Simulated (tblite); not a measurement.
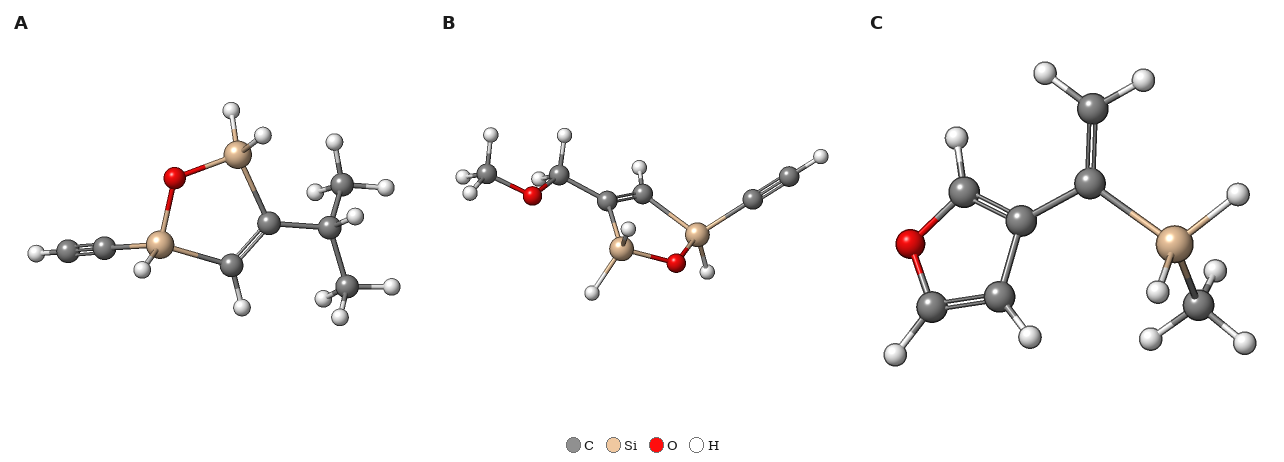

The picture comes from a calculation with tblite.

Question: Which panel belongs to which SMILES?
(1) C#C[Si@H]1C=C(C(C)C)[SiH2]O1
(2) C=C([SiH2]C)c1ccoc1
(3) C#C[Si@@H]1C=C(COC)[SiH2]O1

Answer: A is (1), B is (3), C is (2).
